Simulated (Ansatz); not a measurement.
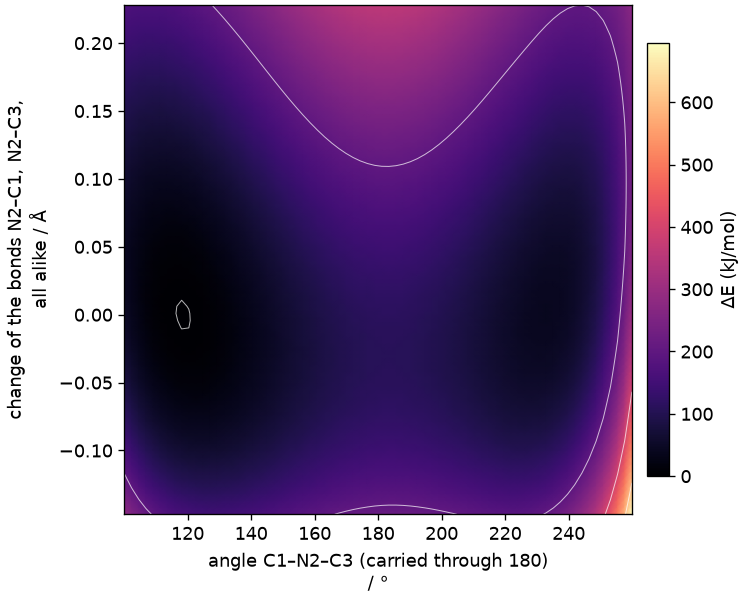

C₄H₆FN, SMILES C=NC=CCF. 
- First axis: angle C1–N2–C3 (carried through 180). Second axis: change of the bonds N2–C1, N2–C3, all alike.
- Nothing is relaxed (all other coordinates rigid).
- Grid: 11 × 11 points.
- Points are written as (first, second).
- Energies are in kJ/mol, from the lowest grid point.
- This map comes from Ansatz 0.2.0, RKS PBE-D4/def2-SVP.

The picture shows a smooth colour map with a few white contour lines. Between grid points the surface is interpolated.

The lowest grid point is at (116°, 0.003 Å). A higher local minimum lies near (228°, 0.003 Å) (44 kJ/mol above the lowest at that grid point). The highest grid point, (260°, −0.147 Å), lies 695 kJ/mol above the lowest. On the interpolated surface the easiest way out of the lowest well to the well at about (235°, 0.00 Å) passes a barrier of about 109 kJ/mol. Round the minimum the valley is somewhat tilted: raising the first coordinate shifts the best value of the second coordinate downwards (coupling k₁₂/√(k₁₁k₂₂) about 0.3).

The level of theory is changed to RKS PBE0-D4/def2-SVP (Ansatz 0.2.0); with it change the reference geometry, relaxed at the new level; the new grid has 15 × 15 points, laid about the new relaxed structure.

Question: What will the new map look like?

Answer: The minimum (interpolated where it lies between grid points) moves from about (120°, −0.001 Å) to about (118°, 0.000 Å). The easiest pass out of the lowest well goes from about 109 to about 114 kJ/mol on the interpolated surfaces.

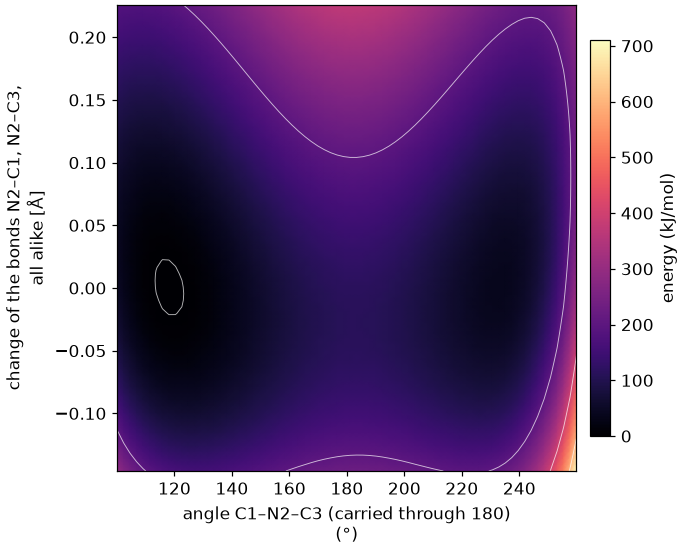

The map after the change, on a colour scale of its own. Drawn: a smooth colour map with a few white contour lines. Between grid points the surface is interpolated.
